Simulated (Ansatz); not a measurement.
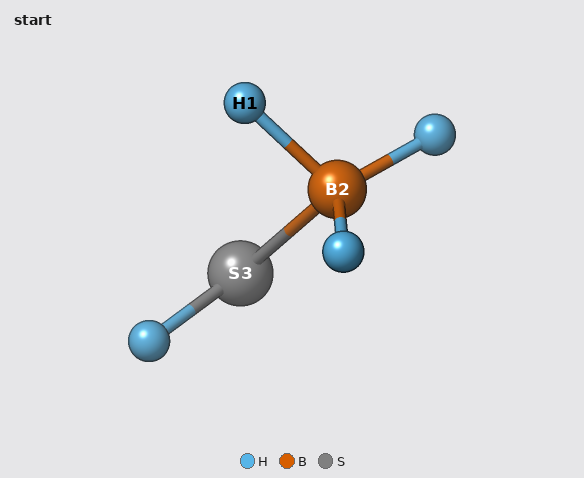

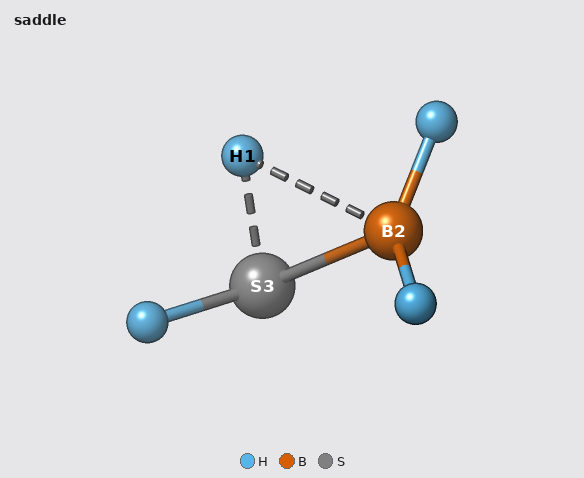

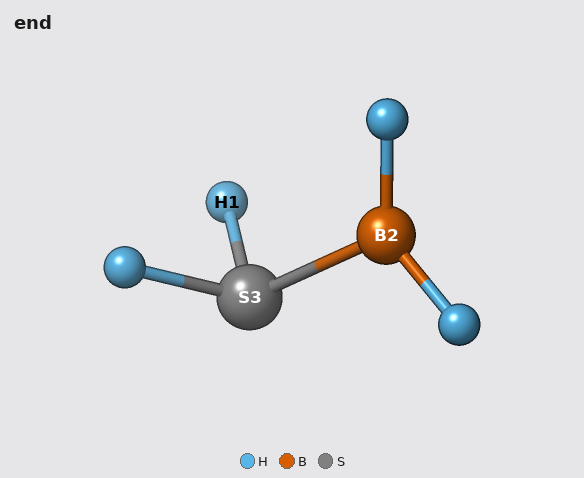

A saddle point and the two end points reached downhill from it. Broken sticks mark bonds that form or break. Charge 0, doublet. Geometries: PBE0-D4/def2-TZVP; all other levels are single points on them, and energies count from the start as drawn. Program: Ansatz 0.2.0. In CBS estimates cores are frozen, and CCSD(T) − MP2 is taken in the smaller basis.

Which bonds form and which break from start to end?

Answer. Formed: H1–S3; broken: H1–B2. At the saddle point H1···S3 is 1.39 Å, H1···B2 is 1.85 Å.

Give the electronic barrier and the reaction energy from start to end in kcal/mol (no zero-point energy) with CCSD(T)/CBS (MP2 limit from def2-TZVPP and def2-QZVPP plus CCSD(T) − MP2); CAM-B3LYP-D4/def2-TZVPP; UHF-CCSD(T) (frozen core)/def2-TZVPP; BLYP-D4/def2-TZVPP; r2SCAN-D4/def2-TZVPP.

| level | barrier | reaction energy |
| --- | --- | --- |
| CCSD(T)/CBS (MP2 limit from def2-TZVPP and def2-QZVPP plus CCSD(T) − MP2) | 27.6 | +12.9 |
| CAM-B3LYP-D4/def2-TZVPP | 31.2 | +15.4 |
| UHF-CCSD(T) (frozen core)/def2-TZVPP | 29.0 | +14.1 |
| BLYP-D4/def2-TZVPP | 31.0 | +17.0 |
| r2SCAN-D4/def2-TZVPP | 28.4 | +14.1 |
